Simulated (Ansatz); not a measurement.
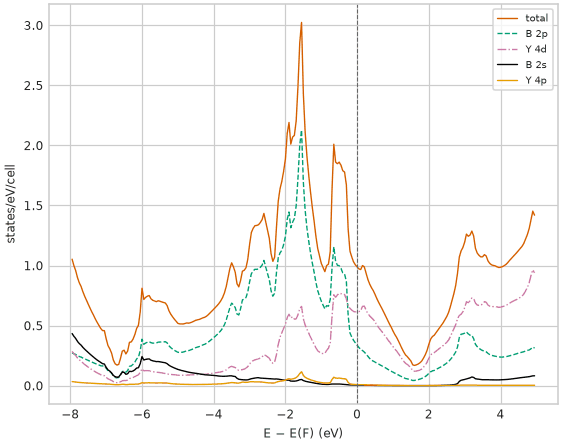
Fig. 1. Total and projected density of states of YB$_{2}$ in space group P6/mmm (No. 191; Y on 1a, B on 2d), LDA (plane waves, PAW; program Ansatz)

Task: Which orbitals carry the states next to the Fermi level?

Result: Within 0.5 eV of the Fermi level: Y 4d 56 %, B 2p 40 %. Projections are on Löwdin-orthogonalised atomic valence shells; empty p or d shells of many metals are not among them.

Task: Where is the tallest occupied peak in this window, and what makes it?

Result: Near -1.5 eV, about 3.0 states/eV per cell; the largest projected share is B 2p.

The first step of the workflow began from a Materials Project structure, measured or hypothetical; the Crystallography Open Database files this formula in space group No. 191, but the cells were not matched. Its standing as an ambient phase is unchecked. The LDA relaxation kept the symmetry of its start; of distortions, only those at the zone centre were tested. No spin polarisation was allowed. Spin–orbit coupling is left out wherever it is not named.

Potentials: the later of the program's two PAW sets.
